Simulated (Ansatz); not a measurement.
| atom | x (Å) | y (Å) | z (Å) |
| --- | --- | --- | --- |
| Sn | 2.1929 | 0.9574 | 1.4221 |
| Cl | 2.1504 | 0.6478 | 3.7294 |
| Cl | 4.3906 | 0.8202 | 0.6708 |
| Cl | 1.3478 | 3.0845 | 0.9269 |
| O | 1.1400 | -0.4265 | 0.5625 |
| Si | -0.3435 | -0.3862 | -0.2691 |
| C | -1.6260 | 0.4330 | 0.8230 |
| C | -0.7486 | -2.1803 | -0.5917 |
| C | -0.1114 | 0.5726 | -1.8599 |
| H | -2.6196 | 0.4279 | 0.3441 |
| H | -1.3653 | 1.4851 | 1.0263 |
| H | -1.7190 | -0.0884 | 1.7899 |
| H | -0.8469 | -2.7387 | 0.3528 |
| H | -1.6964 | -2.2793 | -1.1466 |
| H | 0.0449 | -2.6605 | -1.1860 |
| H | 0.1658 | 1.6200 | -1.6557 |
| H | 0.6821 | 0.1255 | -2.4807 |
| H | -1.0378 | 0.5858 | -2.4582 |

Geometry: r2SCAN-D4/def2-SVP; core potentials replace the inner electrons of Sn.

Level of theory: RKS PBE0-D4/def2-TZVP in Ansatz 0.2.0.

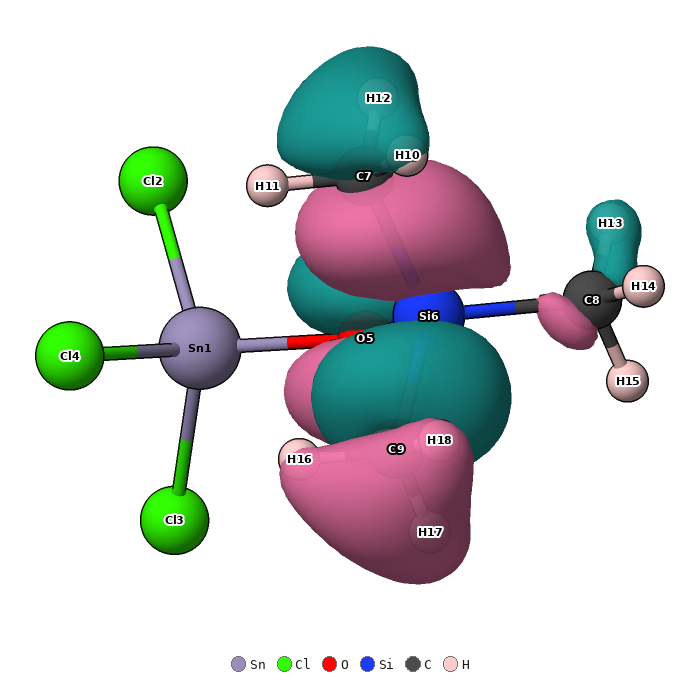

C$_{3}$H$_{9}$Cl$_{3}$OSiSn. The HOMO at ±0.1 Å⁻³ᐟ² (teal and pink are the two phases), seen at a tilt.

Describe this orbital and give its energy.

Answer. Its weight (Hirshfeld) is mainly on C9 (about 25 %), O5 (about 20 %), C7 (about 15 %) and Si6 (about 15 %). Its energy is −8.46 eV.
